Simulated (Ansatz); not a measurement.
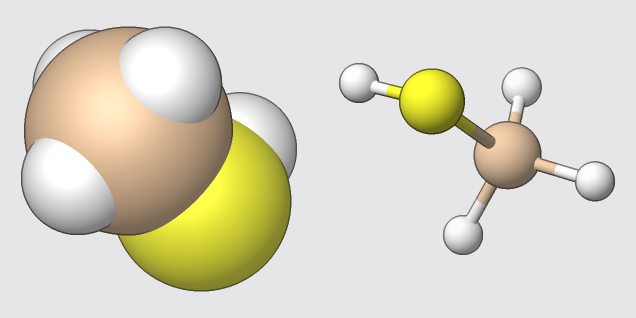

Both panels show the same species. Colours: silicon light orange, sulfur yellow, hydrogen white.

What does the picture show?

Formula H₄SSi. The point group is Cs. Coordination: 1 Si tetrahedral; 1 S bent.

More results for the same structure follow; atom numbers are the same in all pictures, views and colours differ. The computed structure is the end point of a PBE0-D4/def2-TZVP optimisation.

**Geometry**

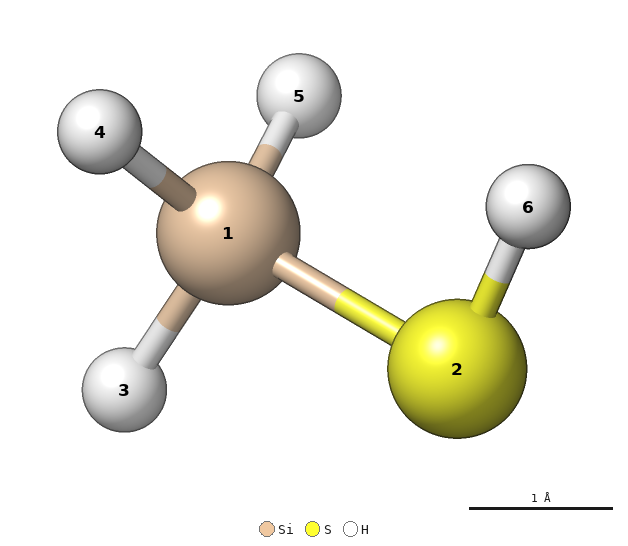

Give the bond lengths.

| bond | length (Å) |
| --- | --- |
| Si1–S2 | 2.137 |
| Si1–H3 | 1.482 |
| Si1–H4 | 1.485 |
| Si1–H5 | 1.485 |
| S2–H6 | 1.344 |

**Electronic properties**

Method: RKS PBE0-D4/def2-TZVPP (Ansatz 0.2.0).

**What is the HOMO energy (Kohn–Sham orbital)?**

−7.52 eV.

**What is the HOMO–LUMO gap?**

7.61 eV.

**Vibrations**

Harmonic vibrations computed with RKS PBE0-D4/def2-TZVP (Ansatz 0.2.0) at a stationary point of the same level.

**How many vibrational modes are there, and where do they lie?**

12 modes: 190, 515, 536, 625, 813, 924, 931, 960, 2229, 2233, 2254, 2710 cm⁻¹.

**Charges**

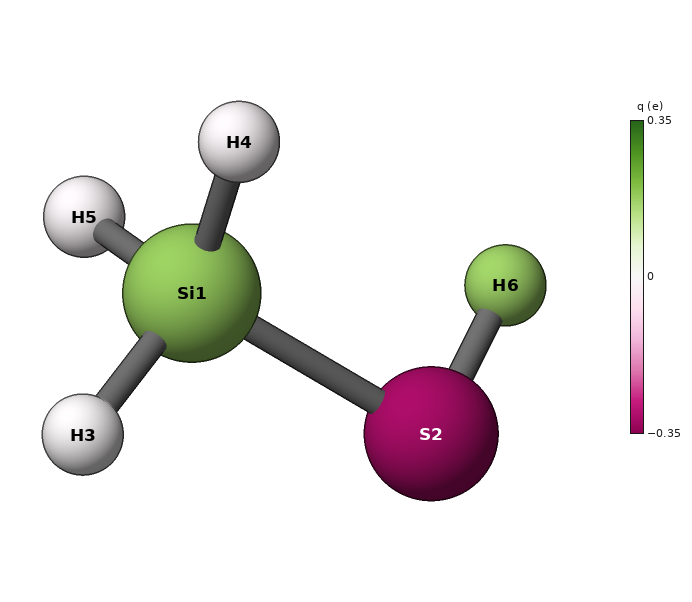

Atoms are coloured by their Mulliken charges. Level of theory: RKS PBE0-D4/def2-TZVP (Ansatz 0.2.0).

Give the Mulliken charges atom by atom.

```json
{"atom": "Si1", "value (e)": "0.18"}
{"atom": "S2", "value (e)": "−0.32"}
{"atom": "H3", "value (e)": "−0.01"}
{"atom": "H4", "value (e)": "−0.01"}
{"atom": "H5", "value (e)": "−0.01"}
{"atom": "H6", "value (e)": "0.17"}
```

Mulliken values depend strongly on the basis set and can even reverse the polarity of a bond.
